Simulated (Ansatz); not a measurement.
# Frequency calculation, with input and output: WH2Cl5OF

- system: WH2Cl5OF
- method: RKS PBE/def2-SVP (Ansatz 0.2.0)

It belongs to a series of runs on one base structure; here: vibrations at the highest image of the band. Figures and captions count atoms from 1; the log counts them from 0 in places.

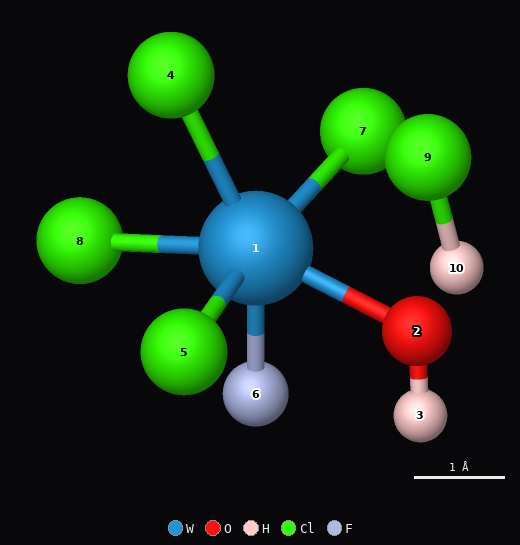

*The structure as given in the input (ball-and-stick view, seen at a tilt; atoms are numbered from 1 in the order of the input). Sticks mark near contacts.*

Bond lengths as drawn: Cl–H 1.46 Å, Cl–W 2.31 to 2.33 Å, F–W 1.92 Å, H–O 0.98 Å and O–W 2.05 Å.

**Input file**
```yaml
crystal:
  periodic: [false, false, false]
  atoms:
    - { symbol: W, position_ang: [0.207152, 0.033644, -0.028463] }
    - { symbol: O, position_ang: [-0.357757, 0.420687, 1.902878] }
    - { symbol: H, position_ang: [-1.31658, 0.575702, 2.034737] }
    - { symbol: Cl, position_ang: [2.267516, 0.171654, -1.109803] }
    - { symbol: Cl, position_ang: [-0.080201, 2.291793, -0.448575] }
    - { symbol: F, position_ang: [-1.695998, -0.186829, 0.064804] }
    - { symbol: Cl, position_ang: [0.812985, -2.028265, 0.807079] }
    - { symbol: Cl, position_ang: [-0.400721, -0.796241, -2.121536] }
    - { symbol: Cl, position_ang: [2.140073, 1.107316, 1.968264] }
    - { symbol: H, position_ang: [0.74103, 0.928338, 2.362112] }
basis:
  gaussian: { orbitals: def2-SVP }
hamiltonian:
  xc: pbe
phonons: {}
```

Launched with:
```bash
ansatz run input.yaml --threads 4 --pin off --max-ram 5120MiB --backend cpu --events-out ev --progress --plain --runs-dir out
```

**Log**
```
Engine: ansatz 0.2.0, x86_64-unknown-linux-gnu
Functional definition: PBE
  parameter kappa = 0.804
  parameter beta = 0.06672455060314922
  exchange = pbe_x(kappa = kappa, mu = beta*pi^2/3)
  correlation = pbe_c(beta = beta)
1689 factors; their error is unknown
mean field evaluation 1: about -69178.7405 eV, gradient 7.4e1 eV
mean field evaluation 2: about -68840.5845 eV, gradient 3.6e2 eV
mean field evaluation 4: about -69183.3037 eV, gradient 5.0e1 eV
mean field evaluation 8: about -69189.5173 eV, gradient 2.8e0 eV
mean field evaluation 16: about -69189.4332 eV, gradient 7.1e-2 eV
mean field -69189.43323878 eV, -2542.6647732427 hartree, gradient 4.2e-5 eV, S^2 0.000000; 0 other end points of the search recorded, 0 dependent functions left out
the calculation of the forces begins
reference -69189.43331093 eV, -2542.6647758945 hartree; 59, 59 occupied and 101, 101 virtual orbitals, 1689 factors
these checks for a lower state are left out or cut short: stability, starts, cluster_reference, orbital_swaps, neighbouring_geometries, increment
1689 factors; their error is unknown
mean field evaluation 32: about -69189.4332 eV, gradient 1.2e-6 eV
mean field -69189.43316395 eV, -2542.6647704930 hartree, gradient 1.2e-6 eV, S^2 0.000000; 0 other end points of the search recorded, 0 dependent functions left out
[... from here on the field's lines of each further geometry are left out, up to the last ...]
the calculation of the forces begins
reference -69189.43327855 eV, -2542.6647747045 hartree; 59, 59 occupied and 101, 101 virtual orbitals, 1689 factors
these checks for a lower state are left out or cut short: stability, starts, cluster_reference, orbital_swaps, neighbouring_geometries, increment
1689 factors; their error is unknown
mean field evaluation 416: about -69189.5367 eV, gradient 2.3e-1 eV
mean field -69189.43323520 eV, -2542.6647731115 hartree, gradient 1.1e-6 eV, S^2 0.000000; 0 other end points of the search recorded, 0 dependent functions left out
the calculation of the forces begins
reference -69189.43330736 eV, -2542.6647757633 hartree; 59, 59 occupied and 101, 101 virtual orbitals, 1689 factors
WARN: phonons: modes at or below zero, which the zero-point energy, F, S and C_V leave out: 1, the lowest at -492.24 cm⁻¹. A minimum has none, and a first-order saddle one
Total energy: -69189.43331093 eV, -2542.6647758945 hartree
Atom 0 at     0.207152     0.033644    -0.028463 Å, force     0.016893    -0.005295    -0.003686 eV/Å
Atom 1 at    -0.357757     0.420687     1.902878 Å, force    -0.012343     0.030043     0.013610 eV/Å
Atom 2 at    -1.316580     0.575702     2.034737 Å, force    -0.001772    -0.012971    -0.010229 eV/Å
Atom 3 at     2.267516     0.171654    -1.109803 Å, force    -0.004276     0.006891     0.000455 eV/Å
Atom 4 at    -0.080201     2.291793    -0.448575 Å, force     0.004989    -0.004726     0.000696 eV/Å
Atom 5 at    -1.695998    -0.186829     0.064804 Å, force    -0.014453    -0.012260     0.001702 eV/Å
Atom 6 at     0.812985    -2.028265     0.807079 Å, force    -0.002904     0.002966     0.002996 eV/Å
Atom 7 at    -0.400721    -0.796241    -2.121536 Å, force    -0.000376     0.006535     0.000994 eV/Å
Atom 8 at     2.140073     1.107316     1.968264 Å, force     0.010329    -0.003231    -0.000781 eV/Å
Atom 9 at     0.741030     0.928338     2.362112 Å, force     0.003913    -0.007952    -0.005757 eV/Å
Dipole moment:    -0.334934     0.078733     0.323648 e Å
Vibrations: -492.24 38.94 68.07 106.42 109.41 128.91 173.63 176.62 194.71 217.28 237.21 308.60 328.20 344.22 369.88 379.62 420.46 564.74 593.35 643.36 753.84 986.77 1433.85 3658.80 cm⁻¹, zero-point energy 0.758590 eV
```

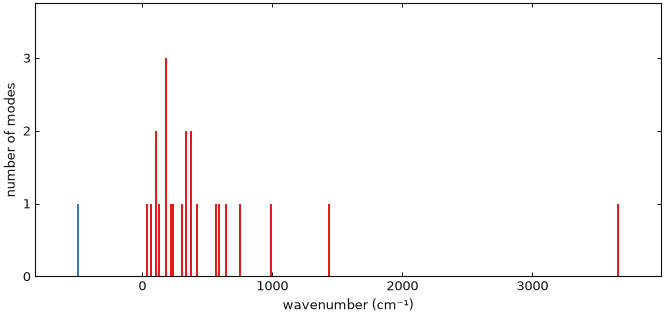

*Harmonic vibrational wavenumbers from the force constants; neighbouring modes closer than 19 cm⁻¹ are counted in one stick, and imaginary ones are drawn at negative wavenumbers.*

24 modes from 492i to 3659 cm⁻¹, 1 imaginary beyond 8i (492i cm⁻¹): a first-order saddle point, if the geometry is stationary.

**Key numbers**

```csv
quantity,value
outcome,converged
total energy,−69189.4333 eV
mean-field energy,−69189.4333 eV
largest force (length of the vector),0.035 eV/Å
hardware,"4 threads of Intel Xeon @ 2.50GHz (Skylake/Cascade Lake), 12 GiB of memory available, shared host"
wall time,2.6 min (CPU time 9.5 min)
peak memory,0.34 GiB
```
